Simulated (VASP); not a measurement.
Band structure of ZrB (relaxed from the zinc blende structure, space group F-43m). Level of theory: PBEsol GGA, VASP's PBE PAW potentials (set 64) (plane waves; VASP 6.6.1).

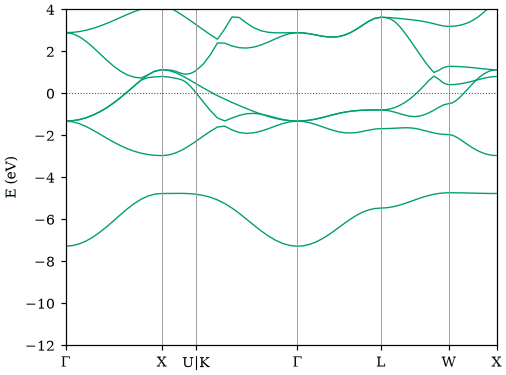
Figure. Bands along high-symmetry lines, zero at the valence-band maximum or, without a gap, the Fermi level

Problem. Read the plot: is there a gap, and where are the band edges?

Solution. It has no gap at this level: it comes out as a metal or semimetal. (Edges off the drawn lines would not show.)

The structure was generated: ZrB was put into the zinc blende type (F-43m), which need not be its known phase. It was relaxed first, which changed the volume by -33 %. The electron count is odd and the run is not spin-polarised, which forces a metal.
